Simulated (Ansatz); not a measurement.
# SiH2O2F2 (SMILES O[Si](O)(F)F) at HF/3-21G

What is the electronic atomisation energy of SiH2O2F2 at HF/3-21G? 

The calculation is run with Ansatz 0.2.0.

82 further runs of the same task are left out: 82 set aside as unsound or not needed.

## Step 1: The system as given

SiH2O2F2 has 7 atoms, charge 0, and is taken as a singlet. SMILES: `O[Si](O)(F)F`. Geometry: relaxed at PBE0-D4/def2-TZVP. This is one conformer, not always the lowest.

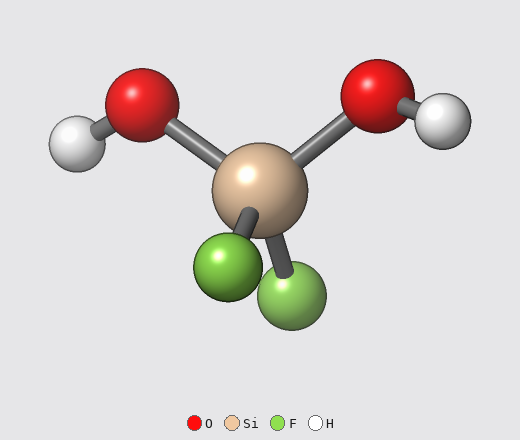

The structure, seen from a chosen angle (oxygen red, silicon light orange, fluorine green, hydrogen white).

## Step 2: The energy at HF/3-21G

Contents of run.yaml:

```yaml
crystal:
  periodic: [false, false, false]
  atoms:
    - {symbol: O, position_ang: [-1.123000, 0.443800, 0.890500]}
    - {symbol: Si, position_ang: [-0.011100, -0.018100, -0.177300]}
    - {symbol: O, position_ang: [1.321200, -0.386600, 0.646700]}
    - {symbol: F, position_ang: [-0.483500, -1.262700, -1.033600]}
    - {symbol: F, position_ang: [0.238000, 1.131800, -1.236100]}
    - {symbol: H, position_ang: [-1.829300, 1.022300, 0.602200]}
    - {symbol: H, position_ang: [1.948900, -0.998500, 0.262000]}
basis:
  gaussian:
    orbitals: 3-21G.json
hamiltonian:
  xc: hf
accuracy: high
output: {orbitals: {seedname: orbitals}}
```

The basis set 3-21G is read from a file made from the Basis Set Exchange's data (not shown).

Run with:

```sh
$ ansatz run run.yaml --threads 1 --pin off --max-ram 3480MiB --events-out events.jsonl --progress --plain --runs-dir runs
```

Log:

```text
Warning: RAYON_NUM_THREADS=1 ignored (pool sized by the plan → 1); use --threads N
Functional definition: HF
  name "HF"
  exchange = exact_x
  correlation = 0
1132 factors; integrals over basis functions are off by at most 7.9e-9 eV
mean field evaluation 1: about -17289.0109 eV, gradient 4.6e1 eV
mean field evaluation 2: about -17289.2491 eV, gradient 4.7e1 eV
mean field evaluation 4: about -17292.7558 eV, gradient 1.7e0 eV
mean field evaluation 8: about -17292.7909 eV, gradient 2.1e-1 eV
mean field evaluation 16: about -17292.7910 eV, gradient 3.4e-8 eV
mean field -17292.79102427 eV, -635.4983486671 hartree, gradient 3.4e-8 eV, S^2 0.000000; 0 other end points of the search recorded, 0 dependent functions left out
reference -17292.79102427 eV, -635.4983486671 hartree; 25, 25 occupied and 28, 28 virtual orbitals, 1132 factors
Total energy: -17292.79102427 eV, -635.4983486671 hartree
```

It took 0.46 s on 1 thread of Intel Xeon 6975P-C (Granite Rapids), shared host; peak memory 0.13 GiB.

## Step 3: The F atom

Contents of molecule.yaml:

```yaml
crystal:
  periodic: [false, false, false]
  atoms:
    - symbol: F
      position_ang: [0.000000, 0.000000, 0.000000]
basis:
  gaussian:
    orbitals: 3-21G.json
magnetization:
  spin_polarized: true
  initial_magnetization: 1
hamiltonian:
  xc: hf
accuracy: high
```

The basis set 3-21G is read from a file made from the Basis Set Exchange's data (not shown).

Run with:

```sh
$ ansatz run molecule.yaml --threads 1 --pin off --max-ram 3480MiB --events-out events.jsonl --progress --plain --runs-dir runs
```

Log:

```text
Warning: RAYON_NUM_THREADS=1 ignored (pool sized by the plan → 1); use --threads N
[... 4 set-up lines as earlier in the session ...]
42 factors; integrals over basis functions are off by at most 1.4e-9 eV
mean field evaluation 1: about -2689.6565 eV, gradient 4.1e0 eV
mean field evaluation 2: about -2689.6568 eV, gradient 4.1e0 eV
mean field evaluation 4: about -2689.7090 eV, gradient 3.8e-1 eV
mean field evaluation 8: about -2689.7097 eV, gradient 1.4e-7 eV
mean field evaluation 16: about -2689.7097 eV, gradient 2.7e-2 eV
mean field -2689.70972651 eV, -98.8450092986 hartree, gradient 5.0e-8 eV, S^2 0.750308; 0 other end points of the search recorded, 0 dependent functions left out
reference -2689.70972651 eV, -98.8450092986 hartree; 5, 4 occupied and 4, 5 virtual orbitals, 42 factors
Total energy: -2689.70972651 eV, -98.8450092986 hartree
```

It took 0.04 s on 1 thread of Intel Xeon 6975P-C (Granite Rapids), shared host.

## Step 4: The H atom

Contents of molecule.yaml:

```yaml
crystal:
  periodic: [false, false, false]
  atoms:
    - {symbol: H, position_ang: [0.000000, 0.000000, 0.000000]}
basis:
  gaussian: {orbitals: 3-21G.json}
magnetization: {spin_polarized: true, initial_magnetization: 1}
hamiltonian: {xc: hf}
accuracy: high
```

The basis set 3-21G is read from a file made from the Basis Set Exchange's data (not shown).

Run with:

```sh
$ ansatz run molecule.yaml --threads 1 --pin off --max-ram 3480MiB --events-out events.jsonl --progress --plain --runs-dir runs
```

Log:

```text
Warning: RAYON_NUM_THREADS=1 ignored (pool sized by the plan → 1); use --threads N
[... 4 set-up lines as earlier in the session ...]
3 factors; integrals over basis functions are off by at most 5.6e-10 eV
mean field evaluation 1: about -13.4868 eV, gradient 1.3e0 eV
mean field evaluation 2: about -13.4868 eV, gradient 1.3e0 eV
mean field evaluation 4: about -13.5023 eV, gradient 2.1e-5 eV
mean field evaluation 8: about -13.5023 eV, gradient 1.0e-12 eV
mean field -13.50225274 eV, -0.4961986360 hartree, gradient 4.5e-8 eV, S^2 0.750000; 0 other end points of the search recorded, 0 dependent functions left out
reference -13.50225274 eV, -0.4961986360 hartree; 1, 0 occupied and 1, 2 virtual orbitals, 3 factors
Total energy: -13.50225274 eV, -0.4961986360 hartree
```

Wall time 0.04 s (1 thread of Intel Xeon 6975P-C (Granite Rapids), shared host).

## Step 5: The O atom

Contents of input.yaml:

```yaml
crystal:
  periodic: [false, false, false]
  atoms:
    - symbol: O
      position_ang: [0.000000, 0.000000, 0.000000]
basis:
  gaussian:
    orbitals: 3-21G.json
magnetization:
  spin_polarized: true
  initial_magnetization: 2
hamiltonian:
  xc: hf
accuracy: high
```

The basis set 3-21G is read from a file made from the Basis Set Exchange's data (not shown).

Run with:

```sh
$ ansatz run input.yaml --threads 1 --pin off --max-ram 3480MiB --events-out events.jsonl --progress --plain --runs-dir runs
```

Log:

```text
Warning: RAYON_NUM_THREADS=1 ignored (pool sized by the plan → 1); use --threads N
[... 4 set-up lines as earlier in the session ...]
42 factors; integrals over basis functions are off by at most 2.9e-9 eV
mean field evaluation 1: about -2024.2447 eV, gradient 5.2e0 eV
mean field evaluation 2: about -2024.2456 eV, gradient 5.2e0 eV
mean field evaluation 4: about -2024.3533 eV, gradient 4.5e-1 eV
mean field evaluation 8: about -2024.3545 eV, gradient 8.4e-7 eV
mean field evaluation 16: about -2024.3543 eV, gradient 2.2e-1 eV
mean field -2024.35454065 eV, -74.3936572123 hartree, gradient 1.5e-8 eV, S^2 2.001100; 0 other end points of the search recorded, 0 dependent functions left out
reference -2024.35454065 eV, -74.3936572123 hartree; 5, 3 occupied and 4, 6 virtual orbitals, 42 factors
Total energy: -2024.35454065 eV, -74.3936572123 hartree
```

Wall time 0.04 s (1 thread of Intel Xeon 6975P-C (Granite Rapids), shared host).

## Step 6: The Si atom, same level

Contents of molecule.yaml:

```yaml
crystal:
  periodic: [false, false, false]
  atoms:
    - {symbol: Si, position_ang: [0.000000, 0.000000, 0.000000]}
basis:
  gaussian: {orbitals: 3-21G.json}
magnetization: {spin_polarized: true, initial_magnetization: 2}
hamiltonian: {xc: hf}
accuracy: high
```

The basis set 3-21G is read from a file made from the Basis Set Exchange's data (not shown).

Run the same way, it converges to -287.34443 Eh (log not shown).

## Step 7: Outcome

Level: HF/3-21G.

```
                     quantity          value
       molecule: total energy  -635.49835 Eh
        molecule: HOMO energy      -14.50 eV
        molecule: LUMO energy        5.12 eV
      molecule: HOMO–LUMO gap       19.61 eV
         F atom: total energy   -98.84501 Eh
                 F atom: ⟨S²⟩          0.750
         H atom: total energy    -0.49620 Eh
                 H atom: ⟨S²⟩          0.750
         O atom: total energy   -74.39366 Eh
                 O atom: ⟨S²⟩          2.001
        Si atom: total energy  -287.34443 Eh
                Si atom: ⟨S²⟩          2.000
electronic atomisation energy      18.618 eV
```

What this shows: Taking the molecule apart into free atoms costs 18.62 eV (1796 kJ/mol), before zero-point energy and without spin-orbit coupling. Hartree–Fock lacks the correlation of the bonding pairs, which as a rule makes this value much too low; in minimal bases other errors can mask that. The basis has no polarisation functions, which makes bonds too weak.
